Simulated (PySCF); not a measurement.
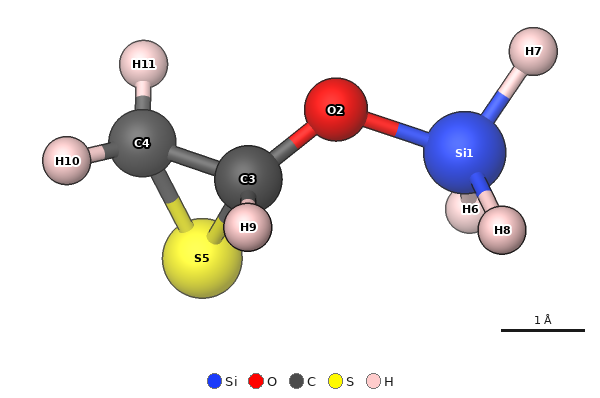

The input geometry of run A (ball-and-stick view, seen at a tilt; atoms are numbered from 1 in the order of the input).

# What a change does: NMR shielding calculation on C₂H₆OSSi

System: C₂H₆OSSi, SMILES [SiH3]O[C@H]1CS1.
Method of run A: GIAO PBE0/pcSseg-1 NMR shielding, non-relativistic, gas phase (PySCF 2.14.0).

The geometry comes from this level: PBE0-D3(BJ)/def2-SVP. Text and figures count atoms from 1; the logs count them from 0 in places.

## Input file, run A
```
{"job": {"kind": "nmr", "xc": "PBE0", "basis": "pcSseg-1"}, "charge": 0, "multiplicity": 1}
Si     1.839788     0.074811    -0.467048
O      0.249548    -0.083722     0.056394
C     -0.639790    -0.961100    -0.499369
C     -2.033268    -0.514360    -0.649826
S     -1.172566    -0.725667    -2.235925
H      1.882130     0.524997    -1.887274
H      2.450266     1.084670     0.435655
H      2.549365    -1.235602    -0.342570
H     -0.456602    -2.014419    -0.242954
H     -2.844305    -1.221840    -0.446703
H     -2.233048     0.522247    -0.358770
```

The first line tells a small driver script what to run in PySCF; the rest is the geometry in Å.

Hardware: 1 CPU thread, shared host.

## Output (run A)
```
coarse grid: 10232 points
cycle   1  E = -842.1311012489  dE =  5.675e-01  |g| = 6.130e-01  |ddm| = 3.037e+00
cycle   2  E = -842.0360238244  dE =  9.508e-02  |g| = 9.550e-01  |ddm| = 1.155e+00
cycle   3  E = -842.1987979369  dE = -1.628e-01  |g| = 8.242e-02  |ddm| = 7.708e-01
cycle   4  E = -842.1999934176  dE = -1.195e-03  |g| = 4.341e-02  |ddm| = 1.406e-01
cycle   5  E = -842.2004488067  dE = -4.554e-04  |g| = 1.207e-02  |ddm| = 5.542e-02
cycle   6  E = -842.2004818976  dE = -3.309e-05  |g| = 3.020e-03  |ddm| = 1.248e-02
cycle   7  E = -842.2004840569  dE = -2.159e-06  |g| = 8.410e-04  |ddm| = 3.748e-03
final grid: 89528 points
cycle   8  E = -842.2418554533  dE = -8.108e-06  |g| = 1.027e-02  |ddm| = 1.931e-02
cycle   9  E = -842.2418245224  dE =  3.093e-05  |g| = 1.563e-02  |ddm| = 1.938e-02
cycle  10  E = -842.2418769925  dE = -5.247e-05  |g| = 5.758e-04  |ddm| = 1.260e-02
cycle  11  E = -842.2418770731  dE = -8.057e-08  |g| = 1.760e-04  |ddm| = 8.019e-04
cycle  12  E = -842.2418770792  dE = -6.126e-09  |g| = 6.417e-05  |ddm| = 1.970e-04
cycle  13  E = -842.2418770800  dE = -7.976e-10  |g| = 1.754e-05  |ddm| = 7.783e-05
converged SCF energy = -842.2418770800

GIAO shielding tensors (ppm)
atom      isotropic    diamagn.    paramagn.     s11        s22        s33       span
  0 Si     380.844     878.609    -497.765    335.720    345.396    461.417    125.697
  1 O      279.713     398.649    -118.936    204.998    307.321    326.820    121.822
  2 C      113.912     241.688    -127.776     63.078    109.081    169.576    106.499
  3 C      153.934     252.598     -98.664    127.831    156.551    177.421     49.590
  4 S      674.021    1054.751    -380.730    235.807    684.573   1101.682    865.876
  5 H       26.488      28.311      -1.823     22.696     26.044     30.724      8.028
  6 H       26.657      28.727      -2.070     23.325     24.676     31.971      8.647
  7 H       26.521      28.261      -1.739     23.448     24.528     31.589      8.140
  8 H       26.212      27.937      -1.725     19.165     25.862     33.609     14.444
  9 H       28.870      27.964       0.905     23.070     25.001     38.537     15.467
 10 H       28.824      29.506      -0.682     23.675     26.070     36.726     13.051
```

For run B the input was changed thus:
```diff
-"xc": "PBE0"
-"basis": "pcSseg-1"
+"xc": "KT2"
+"basis": "pcSseg-2"
+"pop": false
```

Predict how the results change.

The total energies belong to different models, so their difference says nothing on which is more stable or more accurate. The HOMO goes from −6.77 to −5.63 eV. The LUMO goes from 0.12 to −1.07 eV. Of all shieldings, the largest change is that of O2, by −25.2 ppm. The functional changes from PBE0 to KT2. The SCF takes 16 iterations against 13. The basis functions go from 129 to 278.

## Output (run B)
```
coarse grid: 10232 points
cycle   1  E = -850.8005699619  dE =  5.150e-01  |g| = 7.746e-01  |ddm| = 2.490e+00
cycle   2  E = -850.2878237453  dE =  5.127e-01  |g| = 1.741e+00  |ddm| = 2.612e+00
cycle   3  E = -850.8948930048  dE = -6.071e-01  |g| = 2.482e-01  |ddm| = 2.361e+00
cycle   4  E = -850.9065557534  dE = -1.166e-02  |g| = 1.351e-01  |ddm| = 4.282e-01
cycle   5  E = -850.9110996971  dE = -4.544e-03  |g| = 4.707e-02  |ddm| = 1.692e-01
cycle   6  E = -850.9116173724  dE = -5.177e-04  |g| = 1.334e-02  |ddm| = 4.687e-02
cycle   7  E = -850.9116597663  dE = -4.239e-05  |g| = 3.991e-03  |ddm| = 1.904e-02
cycle   8  E = -850.9116636105  dE = -3.844e-06  |g| = 1.405e-03  |ddm| = 7.627e-03
final grid: 89528 points
cycle   9  E = -850.9539123959  dE = -2.882e-04  |g| = 2.051e-02  |ddm| = 1.205e-01
cycle  10  E = -850.9536045560  dE =  3.078e-04  |g| = 3.822e-02  |ddm| = 4.982e-02
cycle  11  E = -850.9539625172  dE = -3.580e-04  |g| = 8.180e-03  |ddm| = 4.591e-02
cycle  12  E = -850.9539790530  dE = -1.654e-05  |g| = 1.855e-03  |ddm| = 9.892e-03
cycle  13  E = -850.9539798394  dE = -7.863e-07  |g| = 4.363e-04  |ddm| = 2.075e-03
cycle  14  E = -850.9539798751  dE = -3.578e-08  |g| = 1.390e-04  |ddm| = 4.935e-04
cycle  15  E = -850.9539798791  dE = -4.002e-09  |g| = 5.071e-05  |ddm| = 1.719e-04
cycle  16  E = -850.9539798797  dE = -5.748e-10  |g| = 1.068e-05  |ddm| = 6.059e-05
converged SCF energy = -850.9539798797

GIAO shielding tensors (ppm)
atom      isotropic    diamagn.    paramagn.     s11        s22        s33       span
  0 Si     382.670     880.478    -497.808    335.911    343.697    468.403    132.492
  1 O      254.535     397.192    -142.657    173.973    283.552    306.081    132.108
  2 C      108.179     242.499    -134.320     52.217    103.201    169.118    116.901
  3 C      151.852     250.038     -98.185    126.743    152.641    176.173     49.429
  4 S      663.942    1056.775    -392.833    261.680    658.107   1072.038    810.358
  5 H       26.164      28.562      -2.399     22.628     25.576     30.287      7.660
  6 H       26.357      28.868      -2.511     23.270     24.385     31.416      8.146
  7 H       26.188      28.325      -2.136     23.305     24.013     31.247      7.943
  8 H       25.581      27.797      -2.215     18.447     25.578     32.719     14.272
  9 H       28.693      27.625       1.068     22.901     25.016     38.162     15.261
 10 H       28.724      30.466      -1.741     23.447     26.349     36.376     12.929
```

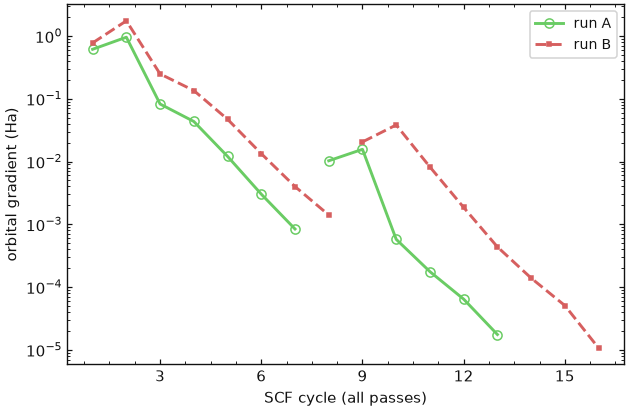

Convergence of the two runs: orbital gradient against the SCF cycle. A break in a curve parts two SCF passes (coarse and final grid). Run A takes 13 cycles in all, and run B takes 16.

## The two runs side by side

| quantity | run A | run B |
| --- | --- | --- |
| outcome | converged | converged |
| total energy (hartree) | −842.241877 | −850.953980 |
| HOMO (eV) | −6.77 | −5.63 |
| LUMO (eV) | 0.12 | −1.07 |
| dipole moment (D) | 1.30 | 1.29 |
| shielding of Si1 (ppm) | 380.8 | 382.7 |
| shielding of O2 (ppm) | 279.7 | 254.5 |
| shielding of C3 (ppm) | 113.9 | 108.2 |
| shielding of C4 (ppm) | 153.9 | 151.9 |
| shielding of S5 (ppm) | 674.0 | 663.9 |
| shielding of H8 (ppm) | 26.5 | 26.2 |
| shielding of H9 (ppm) | 26.2 | 25.6 |
| SCF iterations | 13 | 16 |
| basis functions | 129 | 278 |
| wall time (shared host) | 11 s | 47 s |
